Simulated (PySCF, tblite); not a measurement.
# C₂H₈NSSi radical: geometry, infrared bands and EPR parameters

What infrared bands and EPR parameters should C₂H₈NSSi radical (`C[C](S)[SiH2]N`) show?

Computed with tblite 0.8.0 and PySCF 2.14.0, with density-fitted response routines of our own, on a single molecule in the gas phase. Atoms count from 0, in the outputs and in this text.

## (1) The molecule as given

13 atoms, charge 0, multiplicity 2; geometry from: force field or distance geometry start.

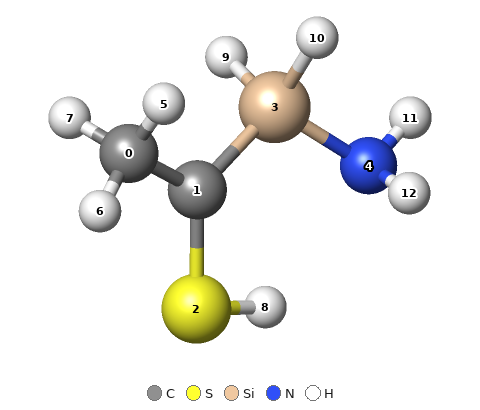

The starting geometry (carbon grey, sulfur yellow, silicon light orange, nitrogen blue, hydrogen white), atoms numbered.

## (2) Relaxing the molecule with GFN2-xTB

What the job is given:

```
{"job": {"kind": "relax", "xc": "GFN2-xTB", "basis": "xTB"}, "charge": 0, "multiplicity": 2}
C      2.049900    -0.184300     0.235500
C      0.672500     0.424900     0.129200
S      0.445300     2.085300     0.554700
Si    -0.700900    -0.566400    -0.531700
N     -2.191300     0.098600    -0.049300
H      2.001100    -1.185100     0.673200
H      2.707600     0.422000     0.862800
H      2.507300    -0.250700    -0.750900
H     -0.877900     2.173600     0.293600
H     -0.696200    -0.631500    -1.993800
H     -0.697900    -1.941900     0.034900
H     -2.942700    -0.472600    -0.440000
H     -2.281200     0.028500     0.964100
```

Run with:

```console
> OMP_NUM_THREADS=1 python probes_run.py task.json out
```

This one command runs all jobs of the session in turn.

Log:

```text
step      E/eV     max force
  0    -440.80758    1.643
  1    -440.86538    0.480
  2    -440.88537    0.462
  3    -440.92294    0.537
  4    -440.94819    0.567
  5    -440.97063    0.349
  6    -440.98379    0.267
  7    -440.99580    0.303
  8    -441.00826    0.393
  9    -441.01991    0.355
 10    -441.02564    0.173
 11    -441.02831    0.137
 12    -441.03087    0.144
 13    -441.03371    0.187
 14    -441.03580    0.147
 15    -441.03697    0.087
 16    -441.03774    0.074
 17    -441.03849    0.090
 18    -441.03930    0.091
 19    -441.04004    0.068
 20    -441.04068    0.073
 21    -441.04133    0.069
 22    -441.04200    0.071
 23    -441.04259    0.059
 24    -441.04305    0.056
 25    -441.04345    0.061
 26    -441.04387    0.060
 27    -441.04439    0.057
 28    -441.04500    0.075
 29    -441.04565    0.075
 30    -441.04633    0.070
 31    -441.04699    0.058
 32    -441.04756    0.060
 33    -441.04800    0.051
 34    -441.04831    0.042
 35    -441.04853    0.040
 36    -441.04868    0.029
 37    -441.04877    0.026
 38    -441.04883    0.021
 39    -441.04890    0.024
 40    -441.04899    0.031
 41    -441.04913    0.034
 42    -441.04928    0.042
 43    -441.04940    0.030
 44    -441.04950    0.027
 45    -441.04963    0.034
 46    -441.04986    0.047
 47    -441.05015    0.051
 48    -441.05038    0.039
 49    -441.05051    0.024
 50    -441.05063    0.031
 51    -441.05080    0.044
 52    -441.05103    0.050
 53    -441.05128    0.039
 54    -441.05148    0.034
 55    -441.05165    0.032
 56    -441.05184    0.037
 57    -441.05206    0.040
 58    -441.05225    0.032
 59    -441.05241    0.038
 60    -441.05260    0.045
 61    -441.05283    0.064
 62    -441.05318    0.078
 63    -441.05361    0.058
 64    -441.05386    0.023
 65    -441.05390    0.023
 66    -441.05397    0.021
 67    -441.05406    0.022
 68    -441.05418    0.020
 69    -441.05426    0.018
 70    -441.05430    0.018
 71    -441.05437    0.019
 72    -441.05446    0.025
 73    -441.05456    0.026
 74    -441.05462    0.018
 75    -441.05466    0.015
 76    -441.05471    0.016
 77    -441.05479    0.023
 78    -441.05491    0.029
 79    -441.05499    0.029
 80    -441.05506    0.039
 81    -441.05510    0.024
 82    -441.05515    0.012
 83    -441.05519    0.016
 84    -441.05524    0.013
 85    -441.05526    0.012
 86    -441.05528    0.013
 87    -441.05530    0.013
 88    -441.05532    0.012
 89    -441.05534    0.008
```

Run time: 0.42 s. Hardware: 1 thread of Arm Neoverse V2, shared host.

The steps of the relaxation: (not every step is listed)

```
step  energy from step 0 (eV)  largest force (eV/Å)
   0                   0.0000                1.6426
   1                  -0.0578                0.4803
   2                  -0.0778                0.4620
   3                  -0.1154                0.5367
   4                  -0.1406                0.5667
   5                  -0.1631                0.3489
   6                  -0.1762                0.2674
   7                  -0.1882                0.3026
   8                  -0.2007                0.3932
  15                  -0.2294                0.0870
  22                  -0.2344                0.0707
  29                  -0.2381                0.0746
  36                  -0.2411                0.0287
  43                  -0.2418                0.0300
  50                  -0.2431                0.0310
  57                  -0.2445                0.0396
  64                  -0.2463                0.0229
  71                  -0.2468                0.0192
  78                  -0.2473                0.0293
  84                  -0.2477                0.0132
  85                  -0.2477                0.0124
  86                  -0.2477                0.0130
  87                  -0.2477                0.0132
  88                  -0.2477                0.0117
  89                  -0.2478                0.0079
```

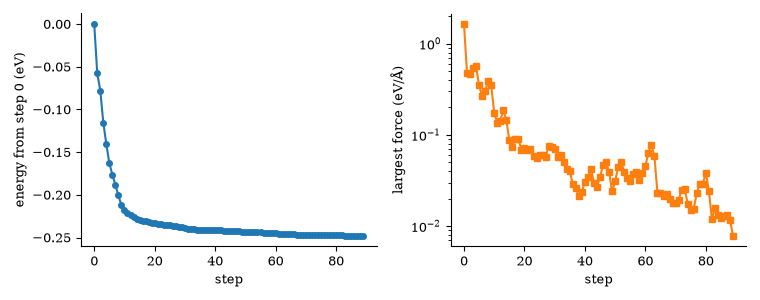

Energy and force, step by step.

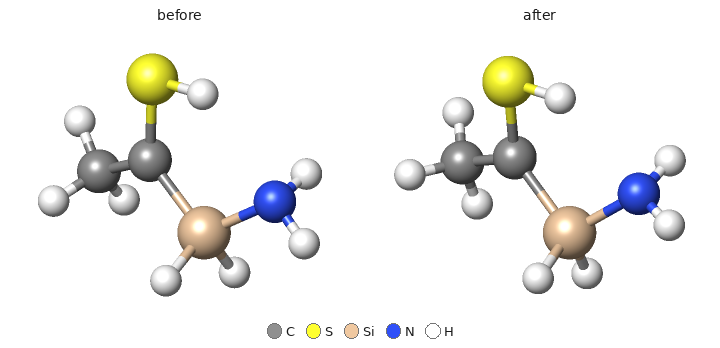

The geometry before (left) and after (right).

Distances of close pairs at the start and the end, largest changes first:

```csv
bond,before (Å),after (Å),change (Å)
C1–Si3,1.818,1.856,+0.038
Si3–N4,1.702,1.734,+0.032
C0–C1,1.510,1.487,-0.023
S2–H8,1.352,1.333,-0.019
Si3–H10,1.488,1.469,-0.018
N4–H11,1.022,1.007,-0.014
C1–S2,1.729,1.741,+0.012
N4–H12,1.020,1.009,-0.011
```

The next job starts from the end point, and lists it.

## (3) Infrared spectrum with GFN2-xTB

What the job is given:

```
{"job": {"kind": "ir", "xc": "GFN2-xTB", "basis": "xTB"}, "charge": 0, "multiplicity": 2}
C      2.054350    -0.154474     0.288390
C      0.655504     0.331647     0.150305
S      0.468112     2.053736     0.327211
Si    -0.725139    -0.711454    -0.520896
N     -2.164880     0.074578     0.042290
H      2.066598    -1.235848     0.405786
H      2.546680     0.304480     1.147407
H      2.651341     0.093912    -0.594893
H     -0.846151     2.065323     0.106985
H     -0.892365    -0.690460    -1.980507
H     -0.487488    -2.083040    -0.050105
H     -3.037014    -0.200780    -0.379526
H     -2.293936     0.152866     1.039827
```

Log:

```text
mode    cm-1     km/mol
  1      62.0      0.54
  2      95.8      0.40
  3     146.0      1.63
  4     196.2      4.57
  5     240.9      4.39
  6     272.7      2.71
  7     297.9      3.09
  8     355.8     28.50
  9     497.1     99.63
 10     542.0     17.90
 11     560.9     38.27
 12     618.6    122.72
 13     719.6    204.63
 14     795.6    209.19
 15     840.6    161.23
 16     849.0     86.50
 17     873.3     32.79
 18     896.9    117.44
 19     998.0      0.76
 20    1114.4      8.21
 21    1218.7     26.56
 22    1399.1      3.96
 23    1470.0      4.28
 24    1482.6      2.62
 25    1534.1     47.80
 26    2174.8    454.30
 27    2204.3    238.07
 28    2406.2     52.44
 29    2920.8     26.02
 30    2982.5     22.44
 31    3026.4     21.33
 32    3464.5      3.10
 33    3503.0      2.13
```

It took 0.3 s on 1 thread of Arm Neoverse V2, shared host.

Which atoms move in the most intense modes:

```
cm⁻¹  km/mol                                 atoms
 497    99.6           H9 35 %, H10 34 %, Si3 16 %
 619   122.7  H11 29 %, H12 25 %, N4 21 %, H9 13 %
 720   204.6                     H10 42 %, H9 36 %
 796   209.2                     H9 48 %, H10 41 %
 841   161.2           H11 30 %, H12 24 %, N4 10 %
 897   117.4   C1 27 %, Si3 18 %, H5 14 %, H6 12 %
2175   454.3                     H10 49 %, H9 46 %
2204   238.1                     H9 50 %, H10 48 %
```

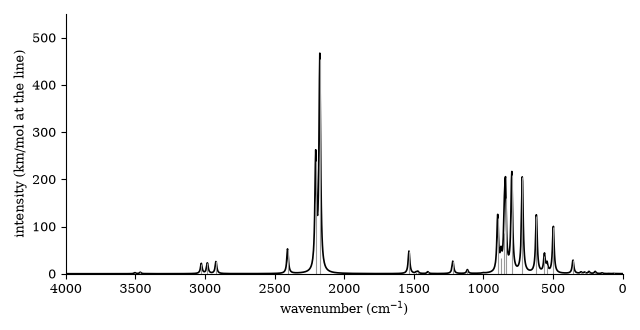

The infrared spectrum from these modes, unscaled. Lines are broadened to a width of 14 cm⁻¹ (Lorentzian).

## (4) EPR parameters: B3LYP/pcH-1

The job, as its differences from that of step 3:

```diff
@@ -1,2 +1,2 @@
-{"job": {"kind": "ir", "xc": "GFN2-xTB", "basis": "xTB"}, "charge": 0, "multiplicity": 2}
+{"job": {"kind": "epr", "basis": "pcH-1"}, "charge": 0, "multiplicity": 2}
 C      2.054350    -0.154474     0.288390
```

Method: UKS B3LYP, pcH-1 on C H N S Si, non-relativistic, mean-field spin-orbit, GIAO.

Log:

```text
UKS, coarse grid
  cycle   1  E = -823.41614410  |g| = 3.94e-01
  cycle   2  E = -823.35165558  |g| = 5.36e-01
  cycle   3  E = -823.47931396  |g| = 6.19e-02
  cycle   4  E = -823.48086152  |g| = 3.01e-02
  cycle   5  E = -823.48127332  |g| = 6.10e-03
  cycle   6  E = -823.48129104  |g| = 4.11e-03
  cycle   7  E = -823.48130241  |g| = 1.29e-03
  cycle   8  E = -823.48130362  |g| = 4.40e-04
UKS, final grid
  cycle   1  E = -823.48133457  |g| = 4.62e-04
  cycle   2  E = -823.48133448  |g| = 6.44e-04
  cycle   3  E = -823.48133468  |g| = 8.93e-05
  cycle   4  E = -823.48133468  |g| = 2.81e-05
E = -823.48133468 Eh   <S^2> = 0.7538 (exact 0.7500)
g shifts (ppm)      1          2          3
  rmc          -155       -155       -155
  gc              1         33         29
  oz_so        -152       1930       6807
  total        -306       1809       6681
hyperfine (MHz)  atom isotope    a_iso     a_fc   dipolar eigenvalues
    0   13C     -26.23     -26.26     -1.67     -0.34      2.00
    1   13C      87.72      87.40    -65.36    -64.69    130.05
    2   33S       4.54       4.87    -22.67    -18.23     40.90
    3  29Si      32.20      32.22     -3.94     -0.05      3.99
    4   14N       2.38       2.38     -0.47     -0.23      0.70
    5    1H      11.15      11.15     -4.42     -3.56      7.98
    6    1H      53.28      53.27     -4.07     -3.45      7.52
    7    1H     110.70     110.69     -4.09     -3.07      7.16
    8    1H      -7.15      -7.19     -3.36     -2.45      5.81
    9    1H      59.44      59.44     -2.95     -1.50      4.45
   10    1H       4.16       4.16     -3.47     -2.31      5.78
   11    1H      -0.23      -0.24     -1.38     -1.24      2.62
   12    1H      -0.83      -0.83     -2.49     -1.71      4.21
```

Run time: 50 s. Hardware: 1 thread of Arm Neoverse V2, shared host; peak memory 0.75 GiB.

Principal g values 2.00201, 2.00413, 2.00900; g(iso) = 2.00505, against 2.00232 for a free electron.

Mean a(iso) over the nuclei that a row names, and the largest dipolar term of the row (other rows stand at the frozen geometry):

```
    nuclei  isotope  a(iso) (MHz)  a(iso) (G, at g = 2.0023)  largest dipolar term (MHz)
        C1      13C          87.7                       31.3                       130.1
H5, H6, H7       1H          58.4                       20.8                         8.0
       Si3     29Si          32.2                       11.5                         4.0
   H9, H10       1H          31.8                       11.3                         5.8
        C0      13C         -26.2                       -9.4                         2.0
        H8       1H          -7.2                       -2.6                         5.8
        S2      33S           4.5                        1.6                        40.9
        N4      14N           2.4                        0.8                         0.7
  H11, H12       1H          -0.5                       -0.2                         4.2
```

Mulliken spin populations:

C0 -0.07; C1 0.77; S2 0.18; Si3 0.00; N4 0.00; H5 0.00; H6 0.02; H7 0.05; H8 -0.01; H9 0.04; H10 0.00; H11 0.00; H12 0.00

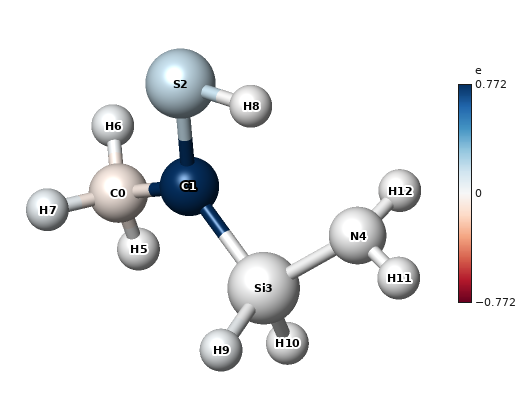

Mulliken spin populations, as colours on the atoms.

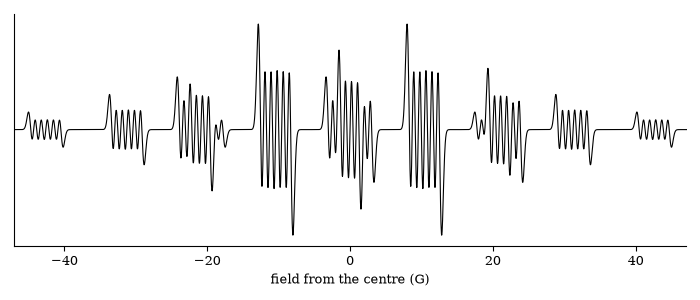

First-order isotropic spectrum (first derivative, main isotopes with spin only, couplings over 0.8 MHz, Gaussian width 0.3 G; couplings of the frozen geometry, rotation of groups not averaged beyond the rows shown).

The fields below are evaluated on a grid from the run's orbitals.

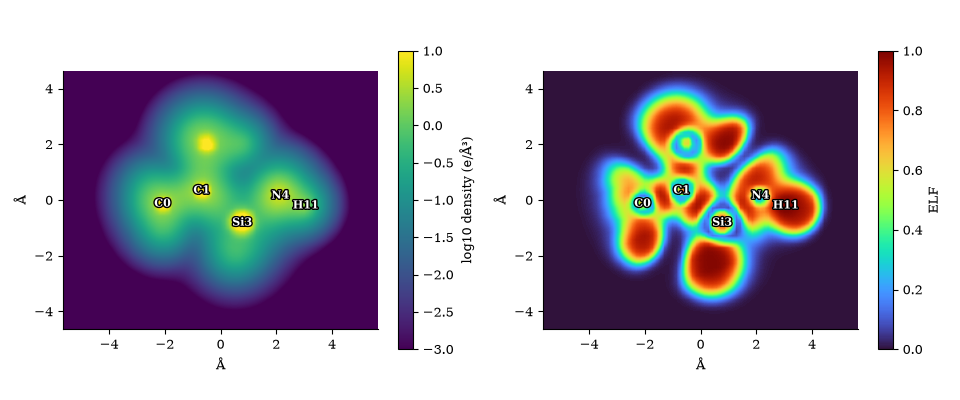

Density (left) and ELF (right) in a plane through or near 5 of the atoms.

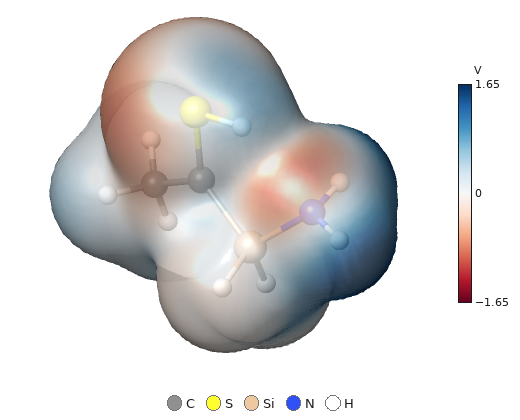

Electrostatic potential on the surface of density 0.002 e/bohr³; red is low, blue high. It runs from -0.80 V near S2 to 1.65 V near H11.

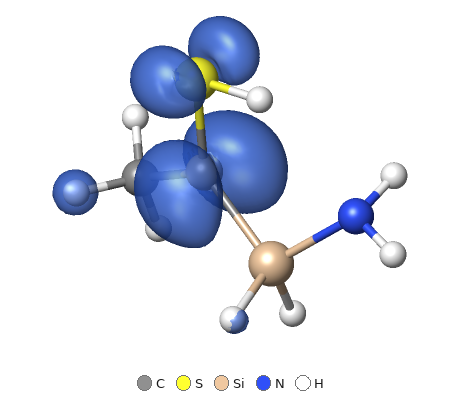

Spin density at ±0.04 e/Å³ (alpha excess blue, beta excess red).

## (5) What came out

```
                                                                  quantity                  value
                                 strongest single infrared mode (GFN2-xTB)  2175 cm⁻¹, 454 km/mol
                                              zero-point energy (GFN2-xTB)          58.3 kcal/mol
                                                            g(iso) (B3LYP)                2.00505
                                                                      ⟨S²⟩     0.754 (exact 0.75)
                                        largest a(iso) (averaged by class)    13C on C1, 87.7 MHz
potential on the surface of density 0.002 e/bohr³, 1st and 99th percentile     -0.80 V and 1.65 V
```

**Reading.** Relaxing lowered the energy by 0.248 eV in 89 steps; the close pair that moved most is C1–Si3, from 1.818 to 1.856 Å. All 33 modes are real, so the xTB geometry is a minimum. The strongest single mode, at 2175 cm⁻¹, moves mainly H10 and H9. GFN2-xTB is a fitted tight-binding method: band positions and strengths are rough. Its intensities can rank the bands wrongly. Most of the unpaired spin sits on C1 (0.77 e). The isotropic g lies 2.7 ppt above the free-electron value.
